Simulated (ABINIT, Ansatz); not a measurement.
# CsSrF3 (Pm-3m): G0W0 with ABINIT, start to end, part 2 of 3

How does a plane-wave GW calculation on CsSrF3 (Pm-3m) run from the first input to the gap?

ABINIT 10.8.3; LDA and many-body steps on it, plane waves. Known limits of the many-body steps: not at the basis limit; no spin-orbit coupling; coarse k mesh.

So far. Step 2 (Ground state): The gap is direct, at Γ.

## (3) Bands along the symmetry lines

Level of this step: DFT, LDA, plane waves, norm-conserving pseudopotentials (ABINIT).

The cheap functional maps the bands first; the places of the edges decide which points the dearer methods must see.

run.abi reads:

```
acell 3*1.0 Angstrom
rprim 
  4.763247010000 0.000000000000 0.000000000000
  0.000000000000 4.763247010000 0.000000000000
  0.000000000000 0.000000000000 4.763247010000
ntypat 3
znucl 55 38 9
natom 5
typat 1 2 3 3 3
xred 
  0.000000000000 0.000000000000 0.000000000000
  0.500000000000 0.500000000000 0.500000000000
  0.000000000000 0.500000000000 0.500000000000
  0.500000000000 0.000000000000 0.500000000000
  0.500000000000 0.500000000000 0.000000000000
pp_dirpath "pseudos"
pseudos "Cs.upf, Sr.upf, F.upf"
ecut 36
iscf -2
irdden 1
kptopt 0
nkpt 50
kpt 
  0.00000000 0.00000000 0.00000000
  0.00000000 0.06250000 0.00000000
  0.00000000 0.12500000 0.00000000
  0.00000000 0.18750000 0.00000000
  0.00000000 0.25000000 0.00000000
  0.00000000 0.31250000 0.00000000
  0.00000000 0.37500000 0.00000000
  0.00000000 0.43750000 0.00000000
  0.00000000 0.50000000 0.00000000
  0.06250000 0.50000000 0.00000000
  0.12500000 0.50000000 0.00000000
  0.18750000 0.50000000 0.00000000
  0.25000000 0.50000000 0.00000000
  0.31250000 0.50000000 0.00000000
  0.37500000 0.50000000 0.00000000
  0.43750000 0.50000000 0.00000000
  0.50000000 0.50000000 0.00000000
  0.43750000 0.43750000 0.00000000
  0.37500000 0.37500000 0.00000000
  0.31250000 0.31250000 0.00000000
  0.25000000 0.25000000 0.00000000
  0.18750000 0.18750000 0.00000000
  0.12500000 0.12500000 0.00000000
  0.06250000 0.06250000 0.00000000
  0.00000000 0.00000000 0.00000000
  0.06250000 0.06250000 0.06250000
  0.12500000 0.12500000 0.12500000
  0.18750000 0.18750000 0.18750000
  0.25000000 0.25000000 0.25000000
  0.31250000 0.31250000 0.31250000
  0.37500000 0.37500000 0.37500000
  0.43750000 0.43750000 0.43750000
  0.50000000 0.50000000 0.50000000
  0.43750000 0.50000000 0.43750000
  0.37500000 0.50000000 0.37500000
  0.31250000 0.50000000 0.31250000
  0.25000000 0.50000000 0.25000000
  0.18750000 0.50000000 0.18750000
  0.12500000 0.50000000 0.12500000
  0.06250000 0.50000000 0.06250000
  0.00000000 0.50000000 0.00000000
  0.50000000 0.50000000 0.50000000
  0.50000000 0.50000000 0.43750000
  0.50000000 0.50000000 0.37500000
  0.50000000 0.50000000 0.31250000
  0.50000000 0.50000000 0.25000000
  0.50000000 0.50000000 0.18750000
  0.50000000 0.50000000 0.12500000
  0.50000000 0.50000000 0.06250000
  0.50000000 0.50000000 0.00000000
istwfk *1
nband 27
nbdbuf 2
tolwfr 1e-08
nstep 40
prtwf 0
prtvol 0
indata_prefix "in"
outdata_prefix "out"
tmpdata_prefix "tmp"
```

On the command line:

```
OMP_NUM_THREADS=1 mpirun -n 4 abinit run.abi > log
```

Numbers of over 12 decimals in the logs are rounded to 6 here.

Output:

```text
.Version 10.8.3 of ABINIT. v10.8.2 released Aug 2026.

 Symmetries : space group Pm -3 m (#221); Bravais cP (primitive cubic)
[... echo of the input left out ...]
== DATASET  1 ==================================================================
-   mpi_nproc: 4, omp_nthreads: 1 (-1 if OMP is not activated)

--- !DatasetInfo
iteration_state: {dtset: 1, }
dimensions: {natom: 5, nkpt: 50, mband: 27, nsppol: 1, nspinor: 1, nspden: 1, mpw: 7568, }
cutoff_energies: {ecut:  36.0, pawecutdg:  -1.0, }
electrons: {nelect:   4.00000000E+01, charge:   0.00000000E+00, occopt:   1.00000000E+00, tsmear:   1.00000000E-02, }

 Real(R)+Recip(G) space primitive vectors, cartesian coordinates (Bohr,Bohr^-1):
 R(1)=  9.0012323  0.0000000  0.0000000  G(1)=  0.1110959  0.0000000  0.0000000
 R(2)=  0.0000000  9.0012323  0.0000000  G(2)=  0.0000000  0.1110959  0.0000000
 R(3)=  0.0000000  0.0000000  9.0012323  G(3)=  0.0000000  0.0000000  0.1110959
 Unit cell volume ucvol=  7.2929949E+02 bohr^3
 Angles (23,13,12)=  9.00000000E+01  9.00000000E+01  9.00000000E+01 degrees

 getcut: wavevector=  0.0000  0.0000  0.0000  ngfft=  50  50  50
         ecut(hartree)=     36.000   => boxcut(ratio)=   2.05661

--- Pseudopotential description ------------------------------------------------
- Cs Generated using ONCVPSP code by D. R. Hamann
- 55.00000   9.00000  201201                  znucl, zion, pspdat
12 -1012 3 -1 2328                            pspcod,pspxc,lmax,lloc,mmax
     nproj     2     2     2     2
  pspatm : epsatm=   21.68725381
         --- l  ekb(1:nproj) -->
             0    6.247599    0.778427
             1    6.343167    0.797067
             2    3.778962    0.917083
[...]
pspatm: atomic psp has been read  and splines computed

- Sr Generated using ONCVPSP code by D. R. Hamann
- 38.00000  10.00000  180309                  znucl, zion, pspdat
12 -1012 2 -1 1812                            pspcod,pspxc,lmax,lloc,mmax
     nproj     2     2     2     0
  pspatm : epsatm=   12.22067766
         --- l  ekb(1:nproj) -->
[...]
pspatm: atomic psp has been read  and splines computed

- F Generated using ONCVPSP code by D. R. Hamann
-  9.00000   7.00000  201202                  znucl, zion, pspdat
12 -1012 2 -1 824                             pspcod,pspxc,lmax,lloc,mmax
     nproj     2     2     1     0
  pspatm : epsatm=    4.94580260
         --- l  ekb(1:nproj) -->
[...]
2   -2.364936
 pspatm: atomic psp has been read  and splines computed

--------------------------------------------------------------------------------

================================================================================
 prteigrs : about to open file out_EIG
 Non-SCF case, kpt    1 (  0.00000  0.00000  0.00000), residuals and eigenvalues=
  7.20E-09  6.05E-09  3.85E-09  6.33E-09  9.83E-09  6.15E-09  7.45E-09  9.43E-09
[...]
Non-SCF case, kpt   49 (  0.50000  0.50000  0.06250), residuals and eigenvalues=
[...]
Non-SCF case, kpt   50 (  0.50000  0.50000  0.00000), residuals and eigenvalues=
[...]
-4.6085E-02 -4.3854E-02 -2.3392E-02 -2.3392E-02 -1.0363E-02 -1.0363E-02
 -3.0448E-03 -2.5140E-03  2.9555E-01  3.1067E-01  3.2700E-01  3.2700E-01
[...]
--- !ResultsGS
iteration_state: {dtset: 1, }
comment   : Summary of ground state results
lattice_vectors:
- [  9.0012323,   0.0000000,   0.0000000, ]
- [  0.0000000,   9.0012323,   0.0000000, ]
- [  0.0000000,   0.0000000,   9.0012323, ]
lattice_lengths: [   9.00123,    9.00123,    9.00123, ]
lattice_angles: [ 90.000,  90.000,  90.000, ] # degrees, (23, 13, 12)
lattice_volume:   7.2929949E+02
convergence: {deltae:  0.000E+00, res2:  0.000E+00, residm:  9.972E-09, diffor:  0.000E+00, }
etotal    :  -1.31813706E+02
entropy   :   0.00000000E+00
fermie    :  -1.78983471E-03
cartesian_stress_tensor: null
pressure_GPa: null
xred      :
- [  0.0000E+00,   0.0000E+00,   0.0000E+00, Cs]
- [  5.0000E-01,   5.0000E-01,   5.0000E-01, Sr]
- [  0.0000E+00,   5.0000E-01,   5.0000E-01,  F]
- [  5.0000E-01,   0.0000E+00,   5.0000E-01,  F]
- [  5.0000E-01,   5.0000E-01,   0.0000E+00,  F]
cartesian_forces: null
force_length_stats: {min: null, max: null, mean: null, }

 Integrated electronic density in atomic spheres:
 ------------------------------------------------
 Atom  Sphere_radius  Integrated_density
[...]
================================================================================

 ----iterations are completed or convergence reached----

 Mean square residual over all n,k,spin=   68.582E-10; max=  99.716E-10
 reduced coordinates (array xred) for    5 atoms
[...]
cartesian coordinates (angstrom) at end:
    1      0.000000     0.000000     0.000000
    2      2.381624     2.381624     2.381624
    3      0.000000     2.381624     2.381624
    4      2.381624     0.000000     2.381624
    5      2.381624     2.381624     0.000000
 length scales=  1.889726125908  1.889726125908  1.889726125908 bohr
              =  1.000000000000  1.000000000000  1.000000000000 angstroms
 prteigrs : about to open file out_EIG
 Eigenvalues (hartree) for nkpt=  50  k points:
 kpt#   1, nband= 27, wtk=  1.00000, kpt=  0.0000  0.0000  0.0000 (reduced coord)
[...]
kpt#   2, nband= 27, wtk=  1.00000, kpt=  0.0000  0.0625  0.0000 (reduced coord)
[...]
kpt#   3, nband= 27, wtk=  1.00000, kpt=  0.0000  0.1250  0.0000 (reduced coord)
[...]
kpt#  49, nband= 27, wtk=  1.00000, kpt=  0.5000  0.5000  0.0625 (reduced coord)
[...]
0.39430    0.39600    0.39600
 kpt#  50, nband= 27, wtk=  1.00000, kpt=  0.5000  0.5000  0.0000 (reduced coord)
[...]
-0.17599   -0.17599   -0.16444   -0.04889   -0.04608   -0.04385   -0.02339   -0.02339
  -0.01036   -0.01036   -0.00304   -0.00251    0.29555    0.31067    0.32700    0.32700
   0.39359    0.39813    0.39813

== END DATASET(S) ==============================================================
================================================================================

 -outvars: echo values of variables after computation  --------
            nband          27
             nkpt          50
          spgroup         221
 [... the other variables as echoed above ...]

 Calculation completed.
```

The job ended after 2.3 min (4 MPI ranks of Intel Xeon Platinum 8259CL at 2.50GHz (Skylake/Cascade Lake), shared host; peak memory 0.48 GiB; 9 min of CPU time).

This step gave:

```yaml
gap: 6.076 eV
k_of_the_valence_top: 0, 0, 0
k_of_the_conduction_bottom: 0, 0, 0
least_direct_gap: 6.076 eV
```

The gap is 6.076 eV, as in the run before at this level.

Electronic bands along the path, in eV, zero at the top of the highest filled band:

```tsv
point	band 17	band 18	band 19	band 20	band 21	band 22	band 23	band 24
Γ	-0.26	0.00	0.00	0.00	6.08	7.63	7.63	8.57
X	-0.40	-0.40	-0.01	-0.01	7.75	8.45	9.08	9.40
M	-0.23	-0.23	-0.03	-0.02	8.09	8.50	8.95	8.95
Γ	-0.26	0.00	0.00	0.00	6.08	7.63	7.63	8.57
R	-0.62	-0.01	-0.01	-0.01	8.41	8.41	8.41	10.33
X	-0.40	-0.40	-0.01	-0.01	7.75	8.45	9.08	9.40
jump to R	-0.62	-0.01	-0.01	-0.01	8.41	8.41	8.41	10.33
M	-0.23	-0.23	-0.03	-0.02	8.09	8.50	8.95	8.95
```

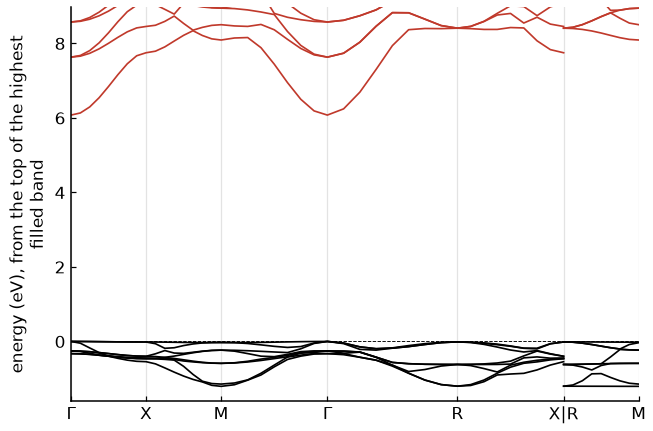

Electronic bands along the path; lines of filled and empty bands in two colours.

## (4) Empty states on the mesh, 2×2×2 mesh, 213 bands

The sums over transitions need many empty states on a uniform mesh; this step solves for them.

run.abi reads:

```
acell 3*1.0 Angstrom
rprim 
  4.763247010000 0.000000000000 0.000000000000
  0.000000000000 4.763247010000 0.000000000000
  0.000000000000 0.000000000000 4.763247010000
ntypat 3
znucl 55 38 9
natom 5
typat 1 2 3 3 3
xred 
  0.000000000000 0.000000000000 0.000000000000
  0.500000000000 0.500000000000 0.500000000000
  0.000000000000 0.500000000000 0.500000000000
  0.500000000000 0.000000000000 0.500000000000
  0.500000000000 0.500000000000 0.000000000000
pp_dirpath "pseudos"
pseudos "Cs.upf, Sr.upf, F.upf"
ecut 36
ngkpt 2 2 2
nshiftk 1
shiftk 0 0 0
kptopt 1
chksymbreak 0
iscf -2
irdden 1
istwfk *1
nband 213
nbdbuf 18
tolwfr 1e-09
nstep 60
prtvol 0
indata_prefix "in"
outdata_prefix "out"
tmpdata_prefix "tmp"
```

Output:

```text
.Version 10.8.3 of ABINIT. v10.8.2 released Aug 2026.

 Symmetries : space group Pm -3 m (#221); Bravais cP (primitive cubic)
[... echo of the input left out ...]
== DATASET  1 ==================================================================
-   mpi_nproc: 4, omp_nthreads: 1 (-1 if OMP is not activated)

--- !DatasetInfo
iteration_state: {dtset: 1, }
dimensions: {natom: 5, nkpt: 4, mband: 213, nsppol: 1, nspinor: 1, nspden: 1, mpw: 7568, }
cutoff_energies: {ecut:  36.0, pawecutdg:  -1.0, }
electrons: {nelect:   4.00000000E+01, charge:   0.00000000E+00, occopt:   1.00000000E+00, tsmear:   1.00000000E-02, }

 Real(R)+Recip(G) space primitive vectors, cartesian coordinates (Bohr,Bohr^-1):
 R(1)=  9.0012323  0.0000000  0.0000000  G(1)=  0.1110959  0.0000000  0.0000000
 R(2)=  0.0000000  9.0012323  0.0000000  G(2)=  0.0000000  0.1110959  0.0000000
 R(3)=  0.0000000  0.0000000  9.0012323  G(3)=  0.0000000  0.0000000  0.1110959
 Unit cell volume ucvol=  7.2929949E+02 bohr^3
 Angles (23,13,12)=  9.00000000E+01  9.00000000E+01  9.00000000E+01 degrees

 getcut: wavevector=  0.0000  0.0000  0.0000  ngfft=  50  50  50
         ecut(hartree)=     36.000   => boxcut(ratio)=   2.05661

--- Pseudopotential description ------------------------------------------------
- Cs Generated using ONCVPSP code by D. R. Hamann
- 55.00000   9.00000  201201                  znucl, zion, pspdat
12 -1012 3 -1 2328                            pspcod,pspxc,lmax,lloc,mmax
     nproj     2     2     2     2
  pspatm : epsatm=   21.68725381
         --- l  ekb(1:nproj) -->
             0    6.247599    0.778427
             1    6.343167    0.797067
             2    3.778962    0.917083
[...]
pspatm: atomic psp has been read  and splines computed

- Sr Generated using ONCVPSP code by D. R. Hamann
- 38.00000  10.00000  180309                  znucl, zion, pspdat
12 -1012 2 -1 1812                            pspcod,pspxc,lmax,lloc,mmax
     nproj     2     2     2     0
  pspatm : epsatm=   12.22067766
         --- l  ekb(1:nproj) -->
[...]
pspatm: atomic psp has been read  and splines computed

- F Generated using ONCVPSP code by D. R. Hamann
-  9.00000   7.00000  201202                  znucl, zion, pspdat
12 -1012 2 -1 824                             pspcod,pspxc,lmax,lloc,mmax
     nproj     2     2     1     0
  pspatm : epsatm=    4.94580260
         --- l  ekb(1:nproj) -->
[...]
2   -2.364936
 pspatm: atomic psp has been read  and splines computed

--------------------------------------------------------------------------------

================================================================================
 prteigrs : about to open file out_EIG
 Non-SCF case, kpt    1 (  0.00000  0.00000  0.00000), residuals and eigenvalues=
  3.21E-10  2.30E-10  1.56E-10  2.29E-10  2.14E-10  1.93E-10  2.26E-10  3.91E-10
  7.01E-11  1.16E-10  1.81E-10  1.74E-10  1.48E-10  1.91E-10  1.81E-10  1.57E-10
  2.30E-10  1.57E-10  2.71E-10  3.33E-10  8.51E-11  5.77E-11  1.66E-10  5.39E-11
[...]
4.33E-05  1.42E-04  3.48E-04  5.59E-06  3.81E-05
 -1.0895E+00 -6.8337E-01 -6.8010E-01 -6.8010E-01 -6.5291E-01 -4.3974E-01
 -4.3974E-01 -4.3974E-01 -1.6924E-01 -1.6924E-01 -1.6924E-01 -1.3834E-02
 -1.3834E-02 -1.3834E-02 -1.1171E-02 -1.1171E-02 -1.1171E-02 -1.7898E-03
[...]
2.8323E+00  2.8323E+00  2.8676E+00  2.8676E+00  2.8676E+00  2.9029E+00
  2.9029E+00  2.9029E+00  2.9077E+00  2.9077E+00  2.9566E+00  2.9573E+00
[...]
prteigrs : prtvol=0 or 1, do not print more k-points.

--- !ResultsGS
iteration_state: {dtset: 1, }
comment   : Summary of ground state results
lattice_vectors:
- [  9.0012323,   0.0000000,   0.0000000, ]
- [  0.0000000,   9.0012323,   0.0000000, ]
- [  0.0000000,   0.0000000,   9.0012323, ]
lattice_lengths: [   9.00123,    9.00123,    9.00123, ]
lattice_angles: [ 90.000,  90.000,  90.000, ] # degrees, (23, 13, 12)
lattice_volume:   7.2929949E+02
convergence: {deltae:  0.000E+00, res2:  0.000E+00, residm:  9.951E-10, diffor:  0.000E+00, }
etotal    :  -1.31813706E+02
entropy   :   0.00000000E+00
fermie    :  -1.78983471E-03
cartesian_stress_tensor: null
pressure_GPa: null
xred      :
- [  0.0000E+00,   0.0000E+00,   0.0000E+00, Cs]
- [  5.0000E-01,   5.0000E-01,   5.0000E-01, Sr]
- [  0.0000E+00,   5.0000E-01,   5.0000E-01,  F]
- [  5.0000E-01,   0.0000E+00,   5.0000E-01,  F]
- [  5.0000E-01,   5.0000E-01,   0.0000E+00,  F]
cartesian_forces: null
force_length_stats: {min: null, max: null, mean: null, }

 Integrated electronic density in atomic spheres:
 ------------------------------------------------
 Atom  Sphere_radius  Integrated_density
[...]
================================================================================

 ----iterations are completed or convergence reached----

 Mean square residual over all n,k,spin=   36.153E-11; max=  99.511E-11
 reduced coordinates (array xred) for    5 atoms
[...]
0.500000000000      0.000000000000      0.500000000000
       0.500000000000      0.500000000000      0.000000000000

 cartesian coordinates (angstrom) at end:
    1      0.000000     0.000000     0.000000
    2      2.381624     2.381624     2.381624
    3      0.000000     2.381624     2.381624
    4      2.381624     0.000000     2.381624
    5      2.381624     2.381624     0.000000
 length scales=  1.889726125908  1.889726125908  1.889726125908 bohr
              =  1.000000000000  1.000000000000  1.000000000000 angstroms
 prteigrs : about to open file out_EIG
 Eigenvalues (hartree) for nkpt=   4  k points:
 kpt#   1, nband=213, wtk=  0.12500, kpt=  0.0000  0.0000  0.0000 (reduced coord)
[...]
2.74315    2.74537    2.82045    2.82045    2.82045    2.83230    2.83230    2.83230
   2.86758    2.86758    2.86758    2.90292    2.90292    2.90293    2.90766    2.90766
   2.95659    2.95730    2.95947    2.97235    2.97271
 prteigrs : prtvol=0 or 1, do not print more k-points.

== END DATASET(S) ==============================================================
================================================================================

 -outvars: echo values of variables after computation  --------
            nband         213
             nkpt           4
          spgroup         221
 [... the other variables as echoed above ...]

 Calculation completed.
```

Run time: 2.7 min. Hardware: 4 MPI ranks; peak memory 0.51 GiB.

This step gave:

* gap: 6.076 eV
* k of the valence top: 0, 0, 0
* k of the conduction bottom: 0, 0, 0
* least direct gap: 6.076 eV
* k points computed: 4
* lowest point of the top converged band, above the valence top: 75.5916 eV

On this mesh the gap is 6.076 eV.

## (5) Screening, 2×2×2 mesh, 195 bands, screening to 176.9 eV

The RPA dielectric matrix is built and inverted for each q.

This step: RPA screening on LDA, plane waves, norm-conserving pseudopotentials.

run.abi: that of step 4 with these lines changed.

```diff
@@ -23,10 +23,11 @@
 chksymbreak 0
-iscf -2
-irdden 1
 istwfk *1
-nband 213
-nbdbuf 18
-tolwfr 1e-09
-nstep 60
-prtvol 0
+occopt 1
+irdwfk 1
+optdriver 3
+nband 195
+ecuteps 6.5
+inclvkb 2
+awtr 1
+symchi 1
 indata_prefix "in"
```

Output:

```text
.Version 10.8.3 of ABINIT. v10.8.2 released Aug 2026.

 Symmetries : space group Pm -3 m (#221); Bravais cP (primitive cubic)
[... echo of the input left out ...]
== DATASET  1 ==================================================================
-   mpi_nproc: 4, omp_nthreads: 1 (-1 if OMP is not activated)

--- !DatasetInfo
iteration_state: {dtset: 1, }
dimensions: {natom: 5, nkpt: 4, mband: 195, nsppol: 1, nspinor: 1, nspden: 1, mpw: 7568, }
cutoff_energies: {ecut:  36.0, pawecutdg:  -1.0, }
electrons: {nelect:   4.00000000E+01, charge:   0.00000000E+00, occopt:   1.00000000E+00, tsmear:   1.00000000E-02, }

 SCREENING: Calculation of the susceptibility and dielectric matrices

 Based on a program developped by R.W. Godby, V. Olevano, G. Onida, and L. Reining.
 Incorporated in ABINIT by V. Olevano, G.-M. Rignanese, and M. Torrent.
.Using double precision arithmetic ; gwpc =  8

[... cell and pseudopotentials left out ...]
--------------------------------------------------------------------------------

 ==== K-mesh for the wavefunctions ====
 Number of points in the irreducible wedge :     4
[... list of points left out ...]
 Together with 48 symmetry operations and time-reversal symmetry
 yields     8 points in the full Brillouin Zone.

 ==== Q-mesh for the screening function ====
 Number of points in the irreducible wedge :     4
[... list of points left out ...]
 Together with 48 symmetry operations and time-reversal symmetry
 yields     8 points in the full Brillouin Zone.

 setmesh: FFT mesh size selected  =    36x   36x   36
          total number of points  =        46656

 vcoul_init : cutoff-mode = AUXILIARY_FUNCTION
 q-points for optical limit:   1
     1)      0.000010    0.000020    0.000030

- screening: taking advantage of time-reversal symmetry
- Maximum band index for partially occupied states nbvw = 20
- Remaining bands to be divided among processors   nbcw = 175
- Number of bands treated by each node ~43

 Number of electrons calculated from density =   40.0000; Expected =   40.0000
 average of density, n =  0.054847
 r_s =    1.6327
 omega_plasma =   22.5909 [eV]

 calculating chi0 at frequencies [eV] :
  1    0.000000E+00    0.000000E+00
  2    0.000000E+00    2.259085E+01

--------------------------------------------------------------------------------
  q-point number  1        q = ( 0.000000, 0.000000, 0.000000) [r.l.u.]
--------------------------------------------------------------------------------
[... chi0 elements left out ...]
 For q-point:  0.000010 0.000020 0.000030
  dielectric constant =   2.2735
  dielectric constant without local fields =   2.5406

  Average fulfillment of the sum rule on Im[epsilon] for q-point    1 :     68.13  [%]
[... wings left out ...]
  q-point number  2        q = ( 0.500000, 0.000000, 0.000000) [r.l.u.]
--------------------------------------------------------------------------------
[... chi0 elements left out ...]
  Average fulfillment of the sum rule on Im[epsilon] for q-point    2 :     73.67  [%]

 [... 2 further q-points ...]
```

It took 88 s on 4 MPI ranks; peak memory 1.5 GiB; 5.9 min of CPU time.

Numbers from this step:

```
ε∞ with local fields, on this mesh, along the program's q direction : 2.273
the same without local fields                                       : 2.541
plasma frequency                                                    : 22.59 eV
plane waves in the screening matrix                                 : 587
```

Local fields lower ε∞ by 11 %. On a Γ-centred mesh this coarse the value itself is usually too large, while a short band sum pulls it down.

(Continued in part 3 of 3.)

[Paths, hosts, dates, memory and timing lines, banners, echoed tables and standing remarks are left out of the program output.]

[Logs are printed without paths, hosts, clocks, repeated set-up lines and the standing remarks that a program may print on its own settings, such as how far it seeks lower states.]

[Runs of the session that timed out or met a known fault of the program may be left out.]

[Hosts, paths, dates, database ids (printed as entryN), source tags and the programs' standing remarks are cut or masked in the printed files.]

[G0W0 gaps are taken among the corrected bands and points alone; a level outside them can change the order at an edge.]

[Where Ansatz stands beside ABINIT at settings called matched, ABINIT's density can come from a denser mesh and the files from another edition; pairs whose starting gaps differed by over 0.03 eV were left out, so agreement reads better than it is.]
